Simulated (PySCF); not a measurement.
Input file:

```
{"job": {"kind": "inter", "xc": "PBE0", "basis": "def2-SVP", "disp": "d3bj"}, "charge": 0, "multiplicity": 1, "parts": [{"atoms": "0-8", "charge": 0, "multiplicity": 1}, {"atoms": "9-16", "charge": 0, "multiplicity": 1}]}
C      0.940807     0.713400    -0.000009
C      0.948353    -0.703638     0.000019
C     -0.357857    -1.081091    -0.000022
O     -1.162106    -0.006029     0.000016
C     -0.369197     1.077359    -0.000004
H      1.791823     1.362958    -0.000158
H      1.806059    -1.344502     0.000721
H     -0.825857    -2.045293    -0.000528
H     -0.847045     2.036810     0.000225
C      0.799934     0.909793     5.735135
C      0.800073     1.089175     4.388292
S      0.799948    -0.430665     3.585118
C      0.800031    -1.187686     5.149125
N      0.800013    -0.380617     6.142330
H      0.799951     1.690611     6.473304
H      0.800171     2.002660     3.829697
H      0.800491    -2.255129     5.240148
```

Command:

```sh
OMP_NUM_THREADS=1 python cluster_run.py task.json out
```

Geometry: GFN2-xTB parts, rigid stack.

Theory: PySCF 2.14.0, PBE0-D3(BJ)/def2-SVP, SCF density, gas phase.

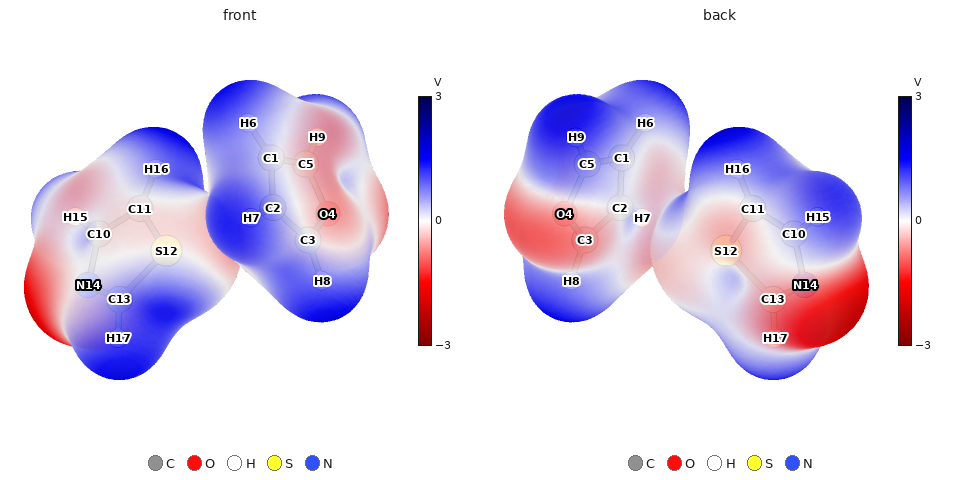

C4H4O···C3H3NS. The molecular electrostatic potential painted on the density surface at 0.004 e/bohr³, seen from the front and from behind; red is negative and blue positive.

Question: Where is the surface potential most negative and most positive?

Answer: The most negative region (about −2.1 V) lies over N14, the most positive (about +1.7 V) over H8, H9, H16 and H17. N14 is the likeliest acceptor of a hydrogen bond.

Question: What dipole moment does the calculation give?

Answer: Its dipole moment is 1.75 D.
